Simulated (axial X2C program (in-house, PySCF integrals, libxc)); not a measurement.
Relativistic diatomic calculation, with input and output: SnBr

SnBr, single determinant with Ω = 3/2 (not the lowest found). Computed at this level: PBE0, two-component X2C with atomic mean-field Coulomb and Gaunt terms, Sn dyall-cv3z, Br dyall-cv3z (cores contracted) (axial X2C program (in-house, PySCF integrals, libxc)).

**Log**
```
two-component X2C + atomic mean field  PBE0
basis functions 231  fitting functions 1226  grid points 5801
iter        total energy     max residual
   1      -8778.814917409     3.95e-01
   2      -8778.846466429     1.44e-03
   3      -8778.846475686     6.27e-04
   4      -8778.846483004     1.56e-04
   5      -8778.846483472     7.86e-05
   6      -8778.846483542     1.62e-05
   7      -8778.846483548     4.24e-06
   8      -8778.846483548     1.02e-06
converged
one-electron -12837.93005840  Coulomb 3956.06946071  exact exchange -63.74158446  xc functional -195.19831997  nuclear repulsion 366.46621255  atomic mean-field constant -4.51219398
```

**The points of the curve**

```tsv
R (Å)	E (hartree)	dipole (D; origin at the first atom, positive when the second is positive)	highest filled (eV)	lowest empty (eV)
2.375	−8778.842004	−1.48	−4.63	−3.28
2.451	−8778.845659	−1.94	−4.74	−3.39
2.527	−8778.846484	−2.41	−4.86	−3.51
2.615	−8778.844819	−2.94	−4.99	−3.63
2.704	−8778.841142	−3.46	−5.12	−3.76
2.818	−8778.834470	−4.12	−5.28	−3.91
```

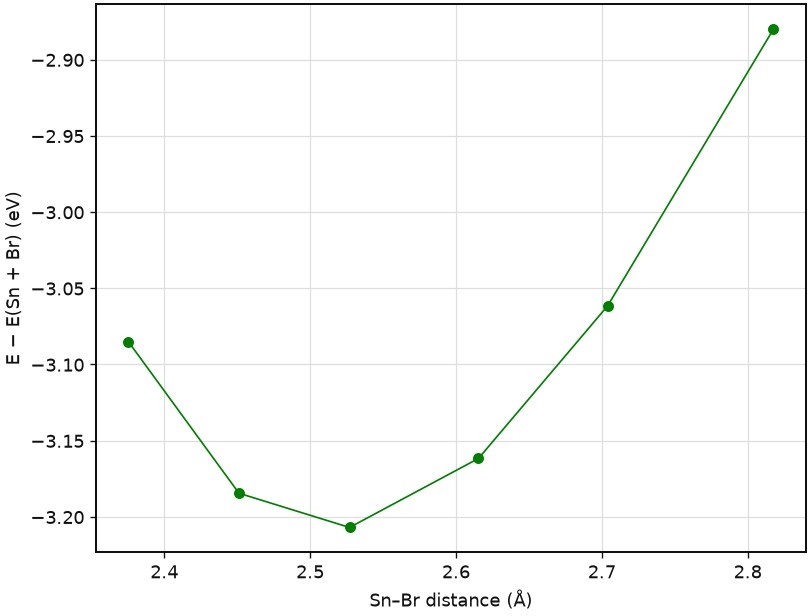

**Figure 1.** Energy at 6 bond lengths, for one set of occupations held fixed; the line joins the points. A polynomial of degree 4 through 6 points gives rₑ = 2.515 Å, ωₑ = 243.8 cm⁻¹, ωₑxₑ = 0.54 cm⁻¹ and Bₑ = 0.05599 cm⁻¹. The minimum lies 3.21 eV below Sn + Br, each computed as one determinant at the same level.

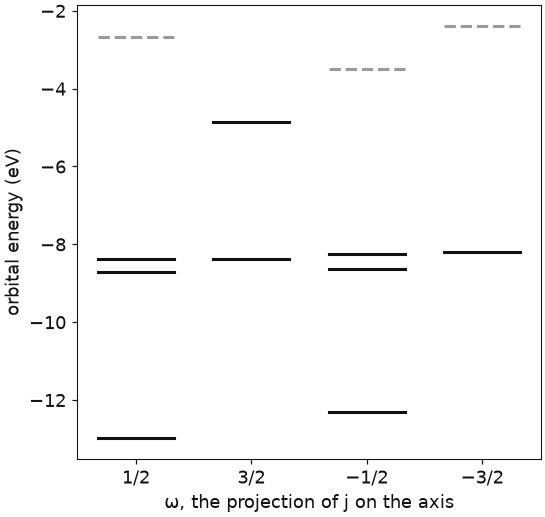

**Figure 2.** Orbital energies near the frontier at 2.53 Å, filled (solid) and empty (dashed). The highest filled spinor (3/2; 88 % Sn p, 9 % Br p) lies at −4.86 eV, the lowest empty one (−1/2; 89 % Sn p, 8 % Br p) at −3.51 eV.

**Input**
```
{"zs": [50, 35], "q": 0, "bas": ["dyall-cv3z", "dyall-cv3z"], "levels": ["PBE0", "HF", "TPSSh"], "cc": true, "r0": 2.54, "thr": -1.0, "nmax": 90, "npts": 10, "nst": 2, "ntry": 6}
```

The line is the task of a batch: nuclear charges, charge, bases, the levels to run, a first guess of the distance and further settings. This report covers PBE0 with spin-orbit coupling. The log is that of the reference distance 2.527 Å.

The run was one of a batch that the task file lists, launched with:
```bash
python <driver script> task.json out
```

**Results in brief**

- outcome: converged
- bond length rₑ: 2.515 Å
- ωₑ: 243.8 cm⁻¹
- energy at the minimum: −8778.84651 hartree
- depth below the fragments: 3.21 eV
- hardware: 1 thread of Intel Xeon (Granite Rapids), 360 GiB of memory available, shared host
- wall time: 8.3 s
- peak memory: 0.78 GiB

**Notes**

Limits: 6 of the 10 points asked for were kept.
